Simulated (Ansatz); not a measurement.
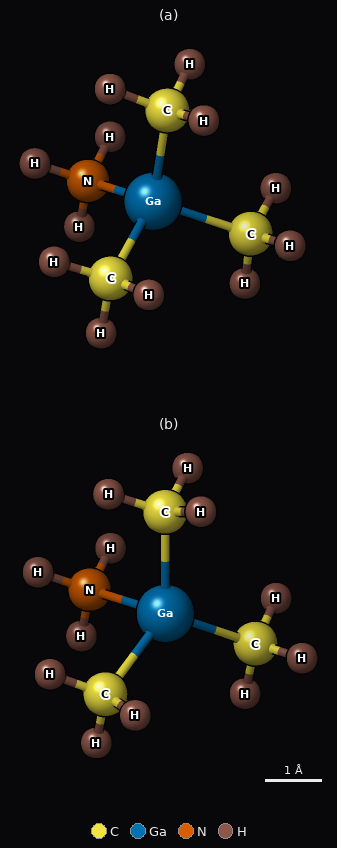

The structure of C₃H₁₂GaN (coarse preliminary run) before (top) and after (bottom) a relaxation, at one scale.

A ball-and-stick model, seen at a tilt.

The start comes from a force field.

Method: Ansatz 0.2.0, RKS PBE-D4/def2-SVP.

Input
```yaml
crystal:
  periodic: [false, false, false]
  atoms:
    - {symbol: C, position_ang: [-0.623800, 0.666900, -1.722700]}
    - {symbol: Ga, position_ang: [-0.022300, 0.001800, 0.013000]}
    - {symbol: C, position_ang: [1.914600, 0.318000, 0.150000]}
    - {symbol: C, position_ang: [-0.317000, -1.942700, 0.116600]}
    - {symbol: N, position_ang: [-0.914800, 0.895500, 1.422700]}
    - {symbol: H, position_ang: [-0.149700, 0.205100, -2.563000]}
    - {symbol: H, position_ang: [-0.437500, 1.802100, -1.788500]}
    - {symbol: H, position_ang: [-1.726100, 0.554700, -1.823400]}
    - {symbol: H, position_ang: [2.313300, -0.060300, 1.177800]}
    - {symbol: H, position_ang: [2.469500, -0.204400, -0.641800]}
    - {symbol: H, position_ang: [2.142900, 1.405200, 0.125400]}
    - {symbol: H, position_ang: [-0.007800, -2.337100, 1.108900]}
    - {symbol: H, position_ang: [0.082400, -2.446500, -0.724700]}
    - {symbol: H, position_ang: [-1.509500, -2.113500, 0.053800]}
    - {symbol: H, position_ang: [-0.579700, 0.521100, 2.362000]}
    - {symbol: H, position_ang: [-1.939600, 0.777200, 1.385300]}
    - {symbol: H, position_ang: [-0.713800, 1.956400, 1.389000]}
basis:
  gaussian: {orbitals: def2-SVP}
hamiltonian: {xc: pbe, dispersion: d4}
relax: {f_tol: 0.03, max_steps: 200}
```

Launched with:
```bash
ansatz run in.yaml --threads 4 --pin off --events-out ev --progress --plain --max-ram 11315MiB
```

**Summarise the run.**

Ga2 moves most after the best rigid fit: 0.36 Å. By element the largest moves are Ga 0.36 Å, H 0.34 Å, C 0.16 Å, N 0.05 Å. Some distances before and after: Ga2–N5 1.893 → 2.204 Å, C4–H14 1.206 → 1.111 Å, C3–H9 1.166 → 1.111 Å, C4–H13 1.059 → 1.111 Å. Among the angles between lasting bonds that change: C1–Ga2–N5 110.8° → 98.3°, C3–Ga2–N5 109.7° → 98.3°, C1–Ga2–C3 108.1° → 117.9°. The energy falls by 1.124 eV in 4 geometry steps. The largest force component goes from 3.8 to 0.01 eV/Å. Cost: 9.5 s on 4 threads of Arm Neoverse V2, with other jobs on the host.
